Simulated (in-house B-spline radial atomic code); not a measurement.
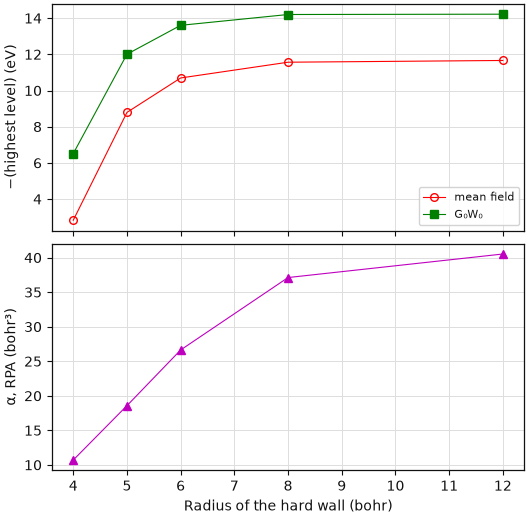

Lu⁺ ([Xe] 4f¹⁴ 6s²) confined in a hard spherical wall, PBE0 start. All-electron spherical atom, scalar X2C, no spin-orbit coupling, Breit or QED terms; computed with a B-spline radial code.

Question: What does confinement do?

Answer: As the wall closes from 12 to 4 bohr, the mean-field binding energy of 6s goes from 11.66 to 2.83 eV, and the G₀W₀ value from 14.22 (at 12 bohr) to 6.52 eV (at 4 bohr). The RPA-screened polarisability falls from 40.5 to 10.7 bohr³, and the RPA correlation energy goes from −6.38 to −6.49 hartree.

Caveat: relativistic terms absent here (spin-orbit coupling, Breit, QED) can be large for so heavy or highly charged an atom or ion.
